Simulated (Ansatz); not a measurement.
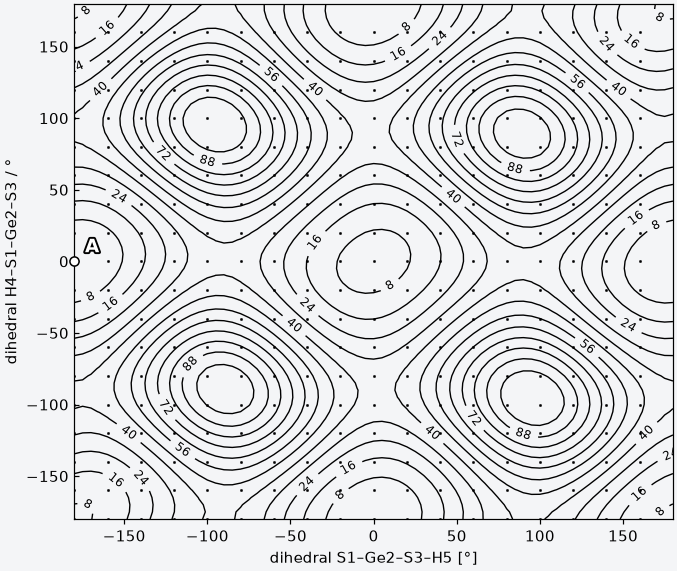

GeH₂S₂, SMILES [SH][Ge][SH]. 
- The first coordinate is: dihedral S1–Ge2–S3–H5; the second: dihedral H4–S1–Ge2–S3.
- Nothing is relaxed (all other coordinates rigid).
- The scan uses an 18 × 18 grid; 91 points were computed and 233 follow by symmetry.
- Energies: kJ/mol, counted from the lowest grid point.
- Level of theory: RKS PBE0-D4/def2-SVP (Ansatz).

Drawn: contour lines labelled in kJ/mol (none above 96), dots at the grid points, the point A. Between grid points the surface is interpolated.

> What is the easiest way out of the well at A, and how high is the barrier?

The easiest path leads from the well at dihedral S1–Ge2–S3–H5 = −180°, dihedral H4–S1–Ge2–S3 = 0° to the well at dihedral S1–Ge2–S3–H5 = 0°, dihedral H4–S1–Ge2–S3 = 0°, about 4.5 kJ/mol higher. Its highest point lies about 38 kJ/mol above the bottom of the first well on the interpolated surface, at about dihedral S1–Ge2–S3–H5 = 90°, dihedral H4–S1–Ge2–S3 = 0°. Seen from the upper well the barrier is about 34 kJ/mol. This is the barrier on the constrained surface; relaxing the other coordinates would change it.

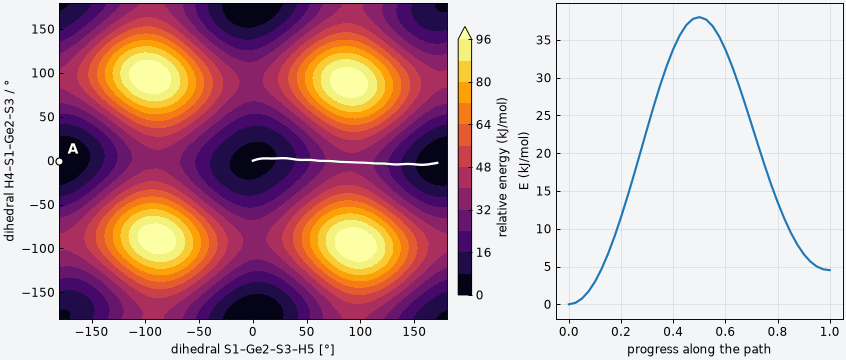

Drawn: filled contours, a line along the lowest path, one colour for all values above the top of the scale, the energy along the path at the right. Between grid points the surface is interpolated.
